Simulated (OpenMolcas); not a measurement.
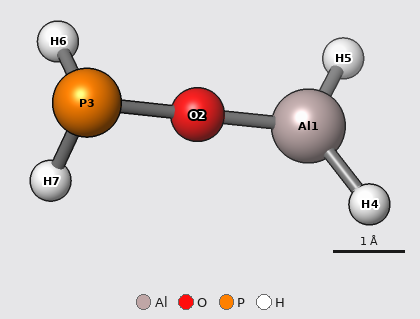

**Figure 1.** The structure as given in the input (ball-and-stick view, seen at a tilt; atoms are numbered from 1 in the order of the input). Sticks mark near contacts.

Energy and gradient calculation, with input and output: AlPH4O (part 1 of 2)

The run: energy and gradient calculation of AlPH4O. Method and program: BP86/6-311G**, RKS (OpenMolcas 26.06).

The geometry comes from this level: GFN2-xTB.

The input
```
* AlH4OP Kohn-Sham DFT
>>> EXPORT MOLCAS_PRINT=2
&gateway
baslib=$CurrDir
coord
7
bohr
Al    -2.33403853     0.63279369    -1.57733550
O      0.49159335    -0.00727545    -0.35154575
P      3.33820120    -0.63793375     0.84359264
H     -3.36601797    -1.05743405    -3.68033611
H     -3.80700446     2.86622320    -0.47617319
H      3.10136182     0.94643153     2.96101186
H      2.57590458    -2.74282409     2.28078605
basis=6-311Gss
group=NoSym
&seward
gridinput
Grid=UltraFine
End of Grid
&scf
ksdft=2
1.0 GGA_X_B88
1.0 GGA_C_P86
thresholds=1e-10 1e-07 1e-07 1e-05
prorbitals=1 1
&alaska
```

Command:
```bash
export MOLCAS_MEM=1860
pymolcas run.inp > run.log
```

What the program printed
```
--- Start Module: gateway ---

                                              &GATEWAY

                       available to each process: 1.9 GB of memory, 1 thread

 Basis Set     1 Label: AL.6-311GSS
 Basis set is read from library:.
 basistype.tbl is not found

 Basis Set     2 Label: O.6-311GSS
 Basis set is read from library:.
 basistype.tbl is not found

 Basis Set     3 Label: P.6-311GSS
 Basis set is read from library:.
 basistype.tbl is not found

 Basis Set     4 Label: H.6-311GSS
 Basis set is read from library:.
 basistype.tbl is not found

++    Symmetry information:
      ---------------------

                    Character Table for C1

                             E
                    a        1  x, y, xy, Rz, z, xz, Ry, yz, Rx, I
--

++    Basis set information:
      ----------------------

      Basis set label: AL.6-311GSS.........

      Electronic valence basis set:
      ------------------
      Associated Effective Charge  13.000000 au
      Associated Actual Charge     13.000000 au
      Nuclear Model: Point charge

      Shell  nPrim  nBasis  Cartesian Spherical Contaminant
         s      12       6        X
         p       9       5        X
         d       1       1                 X

      Basis set label: O.6-311GSS.........

      Electronic valence basis set:
      ------------------
      Associated Effective Charge   8.000000 au
      Associated Actual Charge      8.000000 au
      Nuclear Model: Point charge

      Shell  nPrim  nBasis  Cartesian Spherical Contaminant
         s      11       4        X
         p       5       3        X
         d       1       1                 X

      Basis set label: P.6-311GSS.........

      Electronic valence basis set:
      ------------------
      Associated Effective Charge  15.000000 au
      Associated Actual Charge     15.000000 au
      Nuclear Model: Point charge

      Shell  nPrim  nBasis  Cartesian Spherical Contaminant
         s      12       6        X
         p       9       5        X
         d       1       1                 X

      Basis set label: H.6-311GSS.........

      Electronic valence basis set:
      ------------------
      Associated Effective Charge   1.000000 au
      Associated Actual Charge      1.000000 au
      Nuclear Model: Point charge

      Shell  nPrim  nBasis  Cartesian Spherical Contaminant
         s       5       3        X
         p       1       1        X
--

++    Molecular structure info:
      -------------------------

                    ************************************************
                    **** Cartesian Coordinates / bohr, angstrom ****
                    ************************************************

     Center  Label                x              y              z                     x              y              z
        1      AL1             -2.334039       0.632794      -1.577336             -1.235120       0.334860      -0.834690
        2      O2               0.491593      -0.007275      -0.351546              0.260140      -0.003850      -0.186030
        3      P3               3.338201      -0.637934       0.843593              1.766500      -0.337580       0.446410
        4      H4              -3.366018      -1.057434      -3.680336             -1.781220      -0.559570      -1.947550
        5      H5              -3.807004       2.866223      -0.476173             -2.014580       1.516740      -0.251980
        6      H6               3.101362       0.946432       2.961012              1.641170       0.500830       1.566900
        7      H7               2.575905      -2.742824       2.280786              1.363110      -1.451440       1.206940

                    ***************************************
                    *    InterNuclear Distances / bohr    *
                    ***************************************

               1 AL1           2 O2            3 P3            4 H4            5 H5            6 H6
    1 AL1      0.000000
    2 O2       3.145861        0.000000
    3 P3       6.296820        3.151073        0.000000
    4 H4       2.888678        5.202388        8.098671        0.000000
    5 H5       2.893163        5.172086        8.066899        5.084901        0.000000
    6 H6       7.087915        4.323596        2.655140        9.484196        7.951438        0.000000
    7 H7       7.098411        4.330906        2.660298        8.583820        8.933295        3.788063

               7 H7
    7 H7       0.000000

                    *******************************************
                    *    InterNuclear Distances / angstrom    *
                    *******************************************

               1 AL1           2 O2            3 P3            4 H4            5 H5            6 H6
    1 AL1      0.000000
    2 O2       1.664718        0.000000
    3 P3       3.332134        1.667476        0.000000
    4 H4       1.528623        2.752985        4.285632        0.000000
    5 H5       1.530996        2.736950        4.268819        2.690814        0.000000
    6 H6       3.750763        2.287949        1.405040        5.018821        4.207720        0.000000
    7 H7       3.756317        2.291817        1.407769        4.542362        4.727296        2.004556

               7 H7
    7 H7       0.000000

                    **************************************
                    *    Valence Bond Angles / degree    *
                    **************************************
                          Atom centers                 Phi
                      4 H4       1 AL1      5 H5       123.15
                      6 H6       3 P3       7 H7        90.90
--

            Nuclear Potential Energy            137.47056567 au

--- Stop Module: gateway /rc=_RC_ALL_IS_WELL_ ---

--- Start Module: seward ---

                                              &SEWARD

                       available to each process: 1.9 GB of memory, 1 thread

               SEWARD will generate:
                  Multipole Moment integrals up to order  2
                  Kinetic Energy integrals
                  Nuclear Attraction integrals (point charge)
                  One-Electron Hamiltonian integrals
                  Velocity integrals
                  Orbital angular momentum around (  0.5998  -0.0358  -0.2688 )
                  Velocity quadrupole around (  0.5998  -0.0358  -0.2688 )
                  Two-Electron Repulsion integrals

                   Integrals are discarded if absolute value <: 1.00E-14
                   Integral cutoff threshold is set to       <: 1.00E-16

            Nuclear Potential Energy            137.47056567 au

      Basis set specifications :
      Symmetry species         a
      Basis functions           94

--- Stop Module: seward /rc=_RC_ALL_IS_WELL_ ---
--- Module seward spent 4 seconds ---

--- Start Module: scf ---

                                                &SCF

                       available to each process: 1.9 GB of memory, 1 thread

 ###############################################################################
 ###     Minimized-density-differences option turned off!                    ###
 ###############################################################################
++    Input section:
      --------------

      Header of the integral files:

      Cartesian coordinates in angstrom:
      -----------------------------------------------------
      No.  Label        X            Y            Z
      -----------------------------------------------------
       1   AL1       -1.23512000   0.33486000  -0.83469000
       2   O2         0.26014000  -0.00385000  -0.18603000
       3   P3         1.76650000  -0.33758000   0.44641000
       4   H4        -1.78122000  -0.55957000  -1.94755000
       5   H5        -2.01458000   1.51674000  -0.25198000
       6   H6         1.64117000   0.50083000   1.56690000
       7   H7         1.36311000  -1.45144000   1.20694000
      -----------------------------------------------------
      Nuclear repulsion energy =  137.47056567
--

++    Orbital specifications:
      -----------------------

      Symmetry species               1
                                     a
      Frozen orbitals                0
      Occupied orbitals             20
      Secondary orbitals            74
      Deleted orbitals               0
      Total number of orbitals      94
      Number of basis functions     94
--

      Molecular charge                           0.000

      Numerical integration parameters
      --------------------------------
      Radial quadrature type:                         MHL
      Size of radial grid:                            99
      Lebedev angular grid:                           41
      Angular grid pruned with the crowding factor:  1.00E+10
                                 and fading factor:  1.00E+01
      Screening threshold for integral computation:   1.00E-11
      Radial quadrature accuracy:                     1.00E-25
      Maximum batch size:                             128
      AO values are stored on disk
      The same grid will be used for all iterations.

      DFT functional specifications
      -----------------------------
      Using Libxc version: 6.2.2
      Please cite the following reference:
      S. Lehtola, C. Steigemann, M. J.T. Oliveira, and M. A.L. Marques.,  SoftwareX 7, 1–5 (2018) doi:10.1016/j.softx.2017.11.002

      * Becke 88
        - A. D. Becke.,  Phys. Rev. A 38, 3098 (1988) doi:10.1103/PhysRevA.38.3098
      * Perdew 86
        - J. P. Perdew.,  Phys. Rev. B 33, 8822 (1986) doi:10.1103/PhysRevB.33.8822

++    Optimization specifications:
      ----------------------------

      SCF Algorithm: Conventional
      D(i)-D(i-1) density differences are used
      Number of density matrices in core                 5
      Maximum number of NDDO SCF iterations            400
      Maximum number of HF SCF iterations              400
      Threshold for SCF energy change             1.00E-10
      Threshold for density matrix                1.00E-07
      Threshold for Fock matrix                   1.00E-07
      Threshold for linear dependence             1.00E-09
      Threshold at which DIIS is turned on        1.50E-01
      Maximum depth in the DIIS procedure                5
      Maximum depth in the BFGS Hessian update          30
      Threshold at which QNR/C2DIIS is turned on  7.50E-02
      Threshold for Norm(delta) (QNR/C2DIIS)      1.00E-05
      All orbitals punched on: SCFORB
--

      Input vectors read from INPORB
      Orbital file label: *Guess orbitals
```
